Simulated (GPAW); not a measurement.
Band structure of Be2C (Fm-3m, 3 atoms in the cell).

```
CELL_PARAMETERS angstrom
      0.00000     2.15685     2.15685
      2.15685     0.00000     2.15685
      2.15685     2.15685     0.00000
ATOMIC_POSITIONS crystal
  Be 0.75000 0.75000 0.75000
  Be 0.25000 0.25000 0.25000
  C  0.00000 0.00000 0.00000
```

Level of theory: PBE, GPAW PAW datasets PBE (gpaw-data 1.0.1) (plane waves; GPAW 25.7.0).

Settings: mode = pw; ecut = 900 eV; xc = PBE; kpts = 7 7 7; mesh shift (steps) = 0 0 0; occupations.name = fermi-dirac; occupations.width = 0.01 eV; nbands = -6; convergence.density = 1e-05 e/electron; convergence.energy = 1e-05 eV/electron; convergence.bands = -4; symmetry.symmorphic = false; symmetry.tolerance = 0.0005; maxiter = 120.

The starting cell comes from a database of computed structures (which also holds hypothetical and non-ambient phases and stackings), without a prior relaxation at this level. Its lattice was rescaled by a random factor within 2.5 % of one.

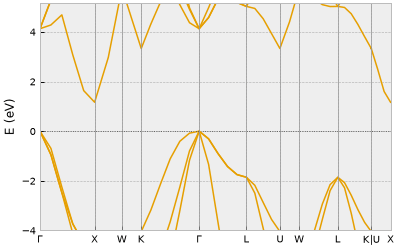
Figure. Bands along the path, energies from the top of the valence band on the SCF mesh.

### Question
Read off roughly the gap and where its edges lie.

### Answer
The gap along the path is about 1.2 eV (computed: 1.16 eV), from Γ to X; the smallest direct gap on it is 4.13 eV.

Levels in eV from the top of the valence band on the SCF mesh, bands 1 to 8:
```tsv
point	1	2	3	4	5	6	7	8
Γ	-15.15	0.00	0.00	0.00	4.13	4.13	4.13	6.84
X	-11.50	-6.83	-4.79	-4.79	1.16	5.82	13.38	13.38
W	-11.16	-6.34	-5.96	-5.96	5.76	8.21	9.64	9.64
K	-11.33	-6.93	-6.35	-4.04	3.33	8.39	11.67	11.68
L	-12.25	-8.82	-1.86	-1.86	5.03	5.03	7.12	9.88
U	-11.33	-6.93	-6.35	-4.04	3.33	8.39	11.67	11.68
```
